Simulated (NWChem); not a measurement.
# SiH3O2 (SMILES [O][SiH2]O) at UPBE0/jorge-TZP

What is the vertical ionisation energy of SiH3O2 at UPBE0/jorge-TZP? 

Program for the calculation: NWChem 7.3.0.

## 1. The structure to begin with

The species is SiH3O2 (6 atoms), meant as a doublet with charge 0. SMILES: `[O][SiH2]O`. The coordinates come from a PBE0-D4/def2-TZVP relaxation. This is one conformer, not always the lowest.

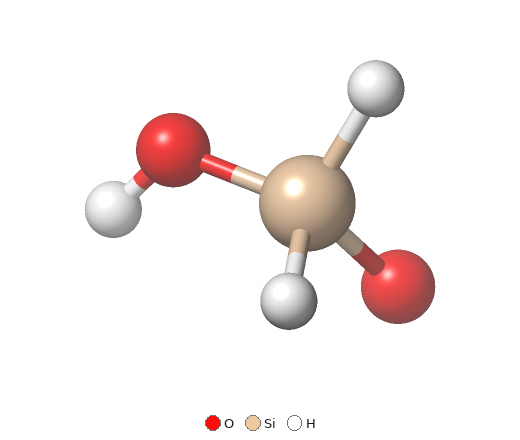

Viewed from a chosen angle; oxygen red, silicon light orange, hydrogen white.

## 2. A single-point energy at UPBE0/jorge-TZP

File work.nw:

```
start work
title "H3O2Si"
memory stack 880 mb heap 220 mb global 1100 mb

geometry units angstrom noautosym nocenter noautoz
O    -1.671900   -0.490300    0.111200
Si   -0.205500    0.160400   -0.263400
O     0.949700    0.110200    0.888500
H     0.117000   -0.700300   -1.441700
H    -0.353500    1.594200   -0.594000
H     1.206400   -0.738300    1.253100
end

basis "ao basis" spherical bse
* library jorge-TZP
end

dft
xc pbe0
mult 2
grid fine
convergence energy 1e-08
maxiter 100
mulliken
print low
end

task dft energy
```

Launch:

```console
nwchem work.nw > work.out
```

The log of the run:

```text
[...]
 d= 0,ls=0.0,diis     1   -441.3212197483 -5.52D+02  6.21D-03  6.02D-01     4.8
[...]
 d= 0,ls=0.0,diis    18   -441.5324812816 -1.67D-09  4.18D-08  1.85D-11    77.7
[...]
         Total DFT energy =     -441.532481281584
      One electron energy =     -830.587345903035
           Coulomb energy =      317.294200899275
    Exchange-Corr. energy =      -38.974600424867
 Nuclear repulsion energy =      110.735264147044
[...]
      Total Density - Mulliken Population Analysis
     ---------------------------------------------
    Atom       Charge   Shell Charges
 -----------   ------   -------------------------------------------------------
    1 O    8     8.31   0.58  1.38  0.15  0.99  0.77  1.79  1.74  0.90  0.00  0.01  0.00
    2 Si  14    13.39   0.20  0.53  0.86  0.36  1.62  0.36  0.68  0.37  4.96  0.96  0.73  0.96  0.16  0.31  0.24  0.08
    3 O    8     8.45   0.58  1.38  0.15  0.92  0.73  1.90  1.85  0.93  0.00  0.01  0.00
    4 H    1     1.05   0.24  0.53  0.27  0.01  0.01  0.00
    5 H    1     1.04   0.24  0.54  0.25  0.01  0.01  0.00
    6 H    1     0.75   0.25  0.37  0.03  0.06  0.02  0.01
[...]
      <S2> =      0.7549 (Exact =     0.7500)
[...]
```

Wall time 79 s (1 thread of AMD EPYC 7R43 (Zen 3), shared host); peak memory 0.12 GiB.

## 3. The singlet cation

File h3o2si.nw:

```
start h3o2si
title "H3O2Si energy"
memory stack 880 mb heap 220 mb global 1100 mb
charge 1

geometry units au noautosym nocenter noautoz
   O  -3.15943311 -0.92653272  0.21013755
   Si -0.38833872  0.30311207 -0.49775386
   O   1.79467290  0.20824782  1.67902166
   H   0.22109796 -1.32337521 -2.72441815
   H  -0.66801819  3.01260139 -1.12249732
   H   2.27976560 -1.39518480  2.36801581
end

basis spherical bse
   * library jorge-TZP
end

dft
   xc pbe0
   grid fine
   convergence energy 1e-08
   iterations 100
   mulliken
   print low
end

task dft
```

Launch:

```console
nwchem h3o2si.nw > h3o2si.out
```

The log of the run:

```text
[...]
 d= 0,ls=0.0,diis     1   -440.5606929395 -5.51D+02  3.04D-02  5.80D+00     4.3
[...]
 d= 0,ls=0.0,diis    16   -441.0728818295 -2.59D-09  2.84D-07  7.47D-10    53.1
         Total DFT energy =     -441.072881829473
      One electron energy =     -821.460439132135
           Coulomb energy =      308.188054741744
    Exchange-Corr. energy =      -38.535753578717
 Nuclear repulsion energy =      110.735256139635
[...]
      Total Density - Mulliken Population Analysis
     ---------------------------------------------
    Atom       Charge   Shell Charges
 -----------   ------   -------------------------------------------------------
    1 O    8     8.05   0.58  1.38  0.16  1.03  0.77  1.73  1.68  0.72  0.00  0.01  0.00
    2 Si  14    13.33   0.20  0.53  0.86  0.36  1.62  0.36  0.73  0.36  4.96  0.96  0.74  0.98  0.08  0.28  0.23  0.08
    3 O    8     8.30   0.58  1.38  0.15  0.94  0.72  1.88  1.84  0.79  0.00  0.01  0.00
    4 H    1     0.78   0.20  0.46  0.10  0.01  0.01  0.00
    5 H    1     0.84   0.21  0.49  0.11  0.01  0.01  0.00
    6 H    1     0.70   0.24  0.35  0.02  0.06  0.02  0.01
[...]
```

Run time: 54 s. Hardware: 1 thread of AMD EPYC 7R43 (Zen 3), shared host; peak memory 0.12 GiB.

## 4. Results

At UPBE0/jorge-TZP:

| quantity | value |
| --- | --- |
| doublet SiH3O2: total energy | -441.53248 Eh |
| doublet SiH3O2: ⟨S²⟩ | 0.755 |
| singlet cation: total energy | -441.07288 Eh |
| vertical ionisation energy (to the singlet cation) | 12.506 eV |

In words: The vertical ionisation energy comes to 12.51 eV (1207 kJ/mol). Only the singlet of the ionised species was computed; a triplet could lie lower.
